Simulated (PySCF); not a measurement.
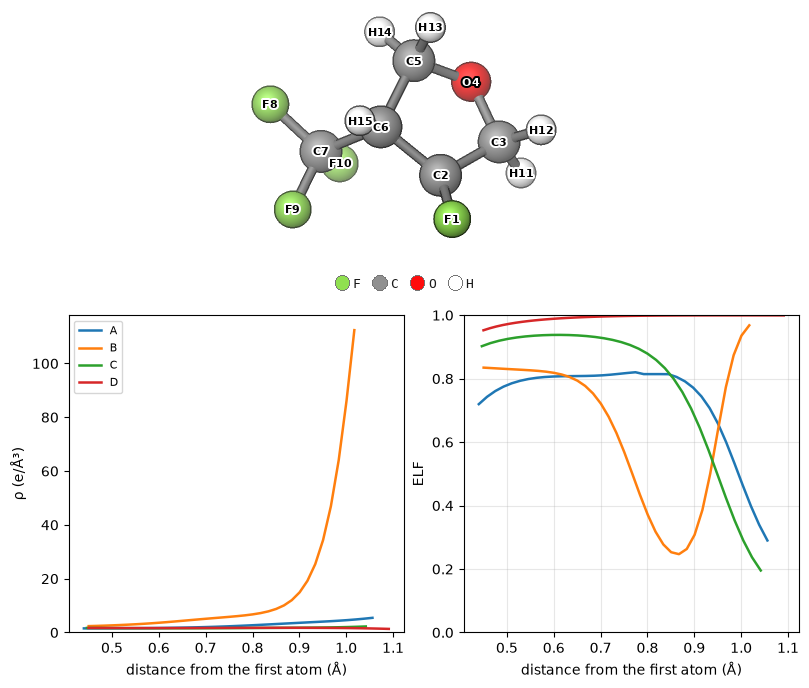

Figure. C5H5F4O (SMILES F[C]1COC[C@H]1C(F)(F)F) (doublet). Electron density and electron localisation function along straight lines between neighbouring atoms. The curves leave out the atomic cores. The structure is drawn too.

Geometry: GFN2-xTB.

Computed with UKS B3LYP, pcH-1 on C F H O, non-relativistic, mean-field spin-orbit, GIAO (PySCF).

```json
{"atom": "F", "x (Å)": "0.5819", "y (Å)": "-1.8339", "z (Å)": "1.2964"}
{"atom": "C", "x (Å)": "0.4671", "y (Å)": "-1.0097", "z (Å)": "0.2437"}
{"atom": "C", "x (Å)": "1.6637", "y (Å)": "-0.6495", "z (Å)": "-0.5648"}
{"atom": "O", "x (Å)": "1.3335", "y (Å)": "0.5739", "z (Å)": "-1.1786"}
{"atom": "C", "x (Å)": "0.3812", "y (Å)": "1.2449", "z (Å)": "-0.3785"}
{"atom": "C", "x (Å)": "-0.4682", "y (Å)": "0.1526", "z (Å)": "0.3040"}
{"atom": "C", "x (Å)": "-1.7610", "y (Å)": "-0.1167", "z (Å)": "-0.4785"}
{"atom": "F", "x (Å)": "-2.5367", "y (Å)": "0.9788", "z (Å)": "-0.5270"}
{"atom": "F", "x (Å)": "-2.4959", "y (Å)": "-1.0798", "z (Å)": "0.0886"}
{"atom": "F", "x (Å)": "-1.5367", "y (Å)": "-0.4864", "z (Å)": "-1.7407"}
{"atom": "H", "x (Å)": "1.9008", "y (Å)": "-1.3694", "z (Å)": "-1.3559"}
{"atom": "H", "x (Å)": "2.5549", "y (Å)": "-0.5527", "z (Å)": "0.0848"}
{"atom": "H", "x (Å)": "0.8838", "y (Å)": "1.8513", "z (Å)": "0.3878"}
{"atom": "H", "x (Å)": "-0.1978", "y (Å)": "1.8983", "z (Å)": "-1.0327"}
{"atom": "H", "x (Å)": "-0.7751", "y (Å)": "0.4065", "z (Å)": "1.3236"}
```

Question: Which curve belongs to which contact (C–C, C–F, C–H and C–O)? The first atom named is at distance zero.

Answer: Curve A: C–O (1.41 Å): ρ at the midpoint is about 2 e/Å³; the ELF peaks at about 0.80 between the atoms, as expected for a polar covalent bond. Curve B: C–F (1.33 Å): ρ at the midpoint is about 4.6 e/Å³; the ELF is about 0.80 at the midpoint and 0.25 at its lowest between the atoms. Curve C: C–C (1.49 Å): the density is about 1.6 e/Å³ at the midpoint; the ELF peaks at about 0.95 between the atoms (localised, covalent bonding). Curve D: C–H (1.09 Å): the density is about 1.7 e/Å³ at the midpoint; the ELF is about 1 at the midpoint: an ordinary covalent bond to hydrogen.
